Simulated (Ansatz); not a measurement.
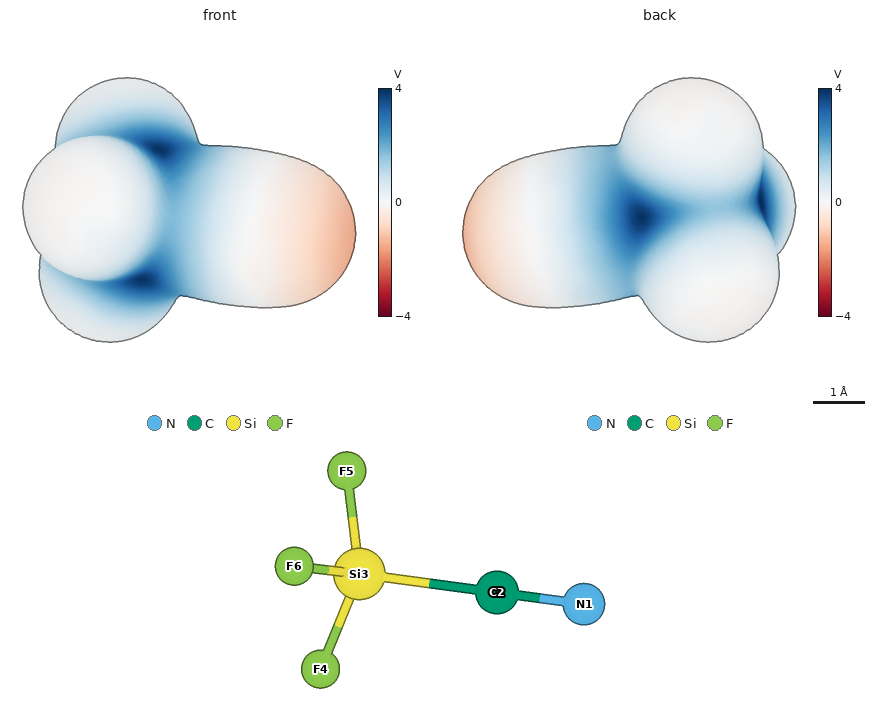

CF3NSi. The molecular electrostatic potential painted on the density surface at 0.004 e/bohr³, seen from the front and from behind; the colour scale runs from red (negative) to blue (positive). The bare structure is drawn below in the same view.

Geometry: PBE0-D4/def2-TZVP.

Method: Ansatz, RKS PBE0-D4/def2-TZVPP.

```yaml
atoms:
  - { symbol: N, position_ang: [2.1470, -0.7142, 0.9029] }
  - { symbol: C, position_ang: [1.1342, -0.3813, 0.4720] }
  - { symbol: Si, position_ang: [-0.4703, 0.1462, -0.2108] }
  - { symbol: F, position_ang: [-1.3114, -1.1166, -0.5812] }
  - { symbol: F, position_ang: [-0.2260, 1.0104, -1.4886] }
  - { symbol: F, position_ang: [-1.2315, 0.9914, 0.8596] }
```

Q: Where is the surface potential most negative and most positive?

A: The most negative region (about −1.3 V) lies over N1, the most positive (about +3.8 V) over Si3. N1 is the likeliest acceptor of a hydrogen bond.
